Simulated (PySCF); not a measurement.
# C3H8BNS: the cost of one run

Programs: PySCF 2.14.0, with density-fitted response routines of our own. Each step states its level of theory. These are calculated values for one molecule in the gas phase, unless marked as measured. Atoms count from 0, in the outputs and in this text.

### Step 1. Starting geometry

14 atoms, charge 0, multiplicity 1; geometry from: GFN2-xTB.

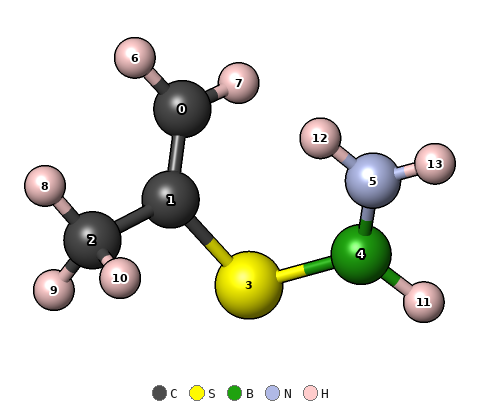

The starting geometry (carbon dark grey, sulfur yellow, boron green, nitrogen light blue, hydrogen pink), atoms numbered.

### Step 2. Excited states and response: CAM-B3LYP/def2-SVPD

Job settings and geometry (Å):

```
{"job": {"kind": "uv", "xc": "CAM-B3LYP", "basis": "def2-SVPD", "nstates": 8, "ntriplets": 3}, "charge": 0, "multiplicity": 1}
C     -1.208732     0.695673     0.681837
C     -0.835463    -0.023570    -0.364699
C     -1.404223    -1.354803    -0.727082
S      0.411826     0.569904    -1.510563
B      1.877909     0.785888    -0.488134
N      1.896949     0.486762     0.861569
H     -1.963444     0.339195     1.364355
H     -0.792592     1.667453     0.885945
H     -2.189668    -1.645514    -0.032991
H     -1.812621    -1.313637    -1.735398
H     -0.620409    -2.111823    -0.721631
H      2.833801     1.167854    -1.039420
H      1.091111     0.151620     1.367609
H      2.714878     0.584523     1.436434
```

Level: TDDFT CAM-B3LYP/def2-SVPD, vertical, gas phase, core orbitals frozen in the response.

The run is started by

```console
OMP_NUM_THREADS=1 python probes_run.py task.json out
```

One launch serves the whole session: the jobs run in the order shown.

Q: Estimate the wall time and peak memory of this first job on 1 thread of Arm Neoverse V1, shared host.

About 35 s, with a peak of 0.86 GiB.
